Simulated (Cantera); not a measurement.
Feed: 1 mol HF, 0.016 mol SO2, 15 mol H2, equilibrated at 1.00 Torr.

Cantera equilibrium calculation (NASA polynomials, part measured and part estimated; ideal gas, pure solids and liquids). Candidate condensed phases: H2O, H2SO4, S; 43 gas species. Kinetics and transport are ignored.

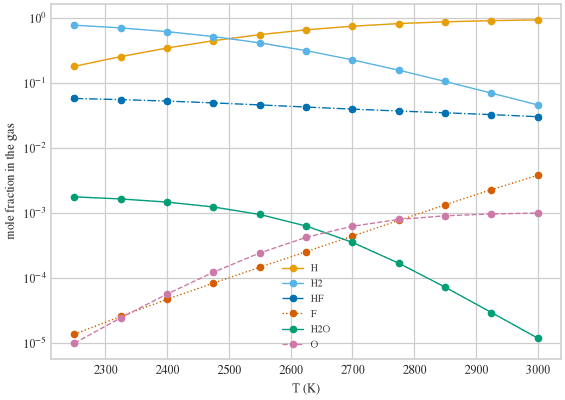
*Equilibrium gas composition (values under 1e-9 drawn at 1e-9)*

From 2250 K to 3000 K nothing is condensed.
